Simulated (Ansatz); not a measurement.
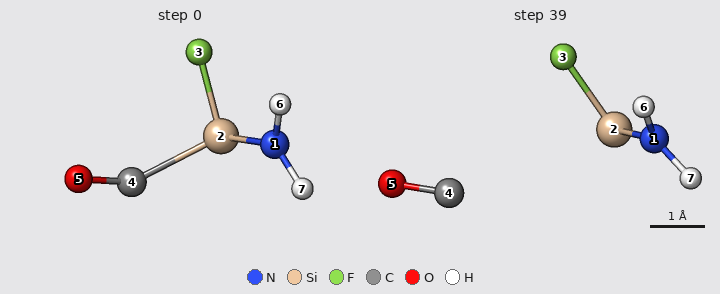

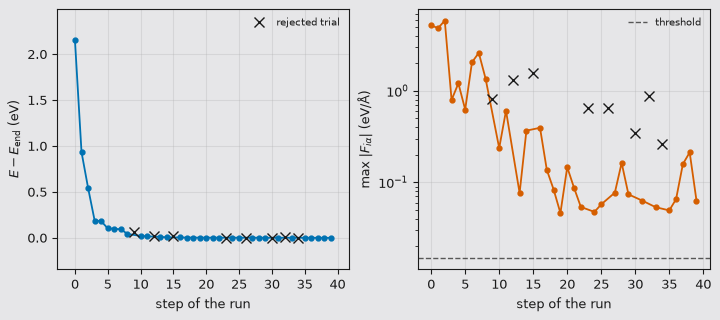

First and last geometry of a relaxation of CH2FNOSi, with the history of the run. The picture is a ball-and-stick view, seen at a tilt.

The run prepares an end point of a later path (torsion) calculation, from a guessed geometry.

These are results of Ansatz, RKS PBE/def2-SVPD, not measurements.

Input file:
```yaml
crystal:
  periodic: [false, false, false]
  atoms:
    - { symbol: "N", position_ang: [-0.75664, 0.26856, 1.04775] }
    - { symbol: Si, position_ang: [-0.21015, -0.50922, -0.35865] }
    - { symbol: F, position_ang: [0.60361, -1.74429, 0.30767] }
    - { symbol: C, position_ang: [1.0782, 0.28643, -1.4565] }
    - { symbol: O, position_ang: [2.18807, 0.62621, -1.31707] }
    - { symbol: H, position_ang: [-0.45493, -0.01593, 1.96748] }
    - { symbol: H, position_ang: [-1.36803, 1.06399, 1.0593] }
basis:
  gaussian: { orbitals: def2-SVPD }
hamiltonian:
  xc: pbe
relax:
  f_tol: 0.015
  max_steps: 40
```

Run as
```bash
ansatz run input.yaml --threads 2 --pin off --max-ram 3072MiB --backend cpu --events-out ev --progress --plain --runs-dir out
```

Q: Did the run converge, and what did it change?

A: The relaxation stopped without meeting its thresholds, so the last structure isn't shown to be converged. It used up its limit of 40 steps. Over 31 accepted moves (39 points after the start) the energy falls by 2.151 eV. The largest force component goes from 5.2 to 0.063 eV/Å. The line search rejected the trial steps at points 9, 12, 15, 23, 26, 30, 32, 34 of the run. O5 moves most after the best rigid fit: 1.05 Å. By element the largest moves are O 1.05 Å, C 0.92 Å, Si 0.65 Å, H 0.56 Å, N 0.38 Å, F 0.14 Å. Among the contacts that change: Si2–C4 1.870 → 3.329 Å, Si2–F3 1.622 → 1.690 Å, N1–Si2 1.698 → 1.736 Å, C4–O5 1.169 → 1.142 Å. Bonds break: Si2–C4 (1.87 → 3.33 Å). Bond angles that change, for instance: Si2–N1–H6 122.0° → 124.9°, N1–Si2–F3 99.8° → 97.4°, Si2–N1–H7 124.7° → 122.4°. The run took 29 s on 2 threads of AMD EPYC 9R45 96-Core Processor (Zen 5), on a shared host, peak memory 0.2 GiB.

```tsv
step	E − E(0), eV	largest force component, eV/Å	note
0	0.0000	5.2370	
1	-1.2167	4.8526	
2	-1.6063	5.8820	
3	-1.9628	0.7967	
4	-1.9691	1.2098	
5	-2.0481	0.6263	
6	-2.0524	2.0592	
7	-2.0579	2.6092	
8	-2.1084	1.3624	
9	-2.0851	0.8088	rejected
10	-2.1295	0.2370	
12	-2.1338	1.3256	rejected
13	-2.1400	0.0764	
15	-2.1350	1.5580	rejected
16	-2.1467	0.3949	
18	-2.1479	0.0834	
19	-2.1484	0.0461	
21	-2.1487	0.0872	
22	-2.1489	0.0538	
24	-2.1489	0.0474	
25	-2.1491	0.0574	
27	-2.1492	0.0771	
28	-2.1493	0.1631	
30	-2.1492	0.3457	rejected
31	-2.1498	0.0632	
33	-2.1498	0.0534	
34	-2.1498	0.2617	rejected
36	-2.1501	0.0654	
37	-2.1503	0.1582	
39	-2.1509	0.0632
```
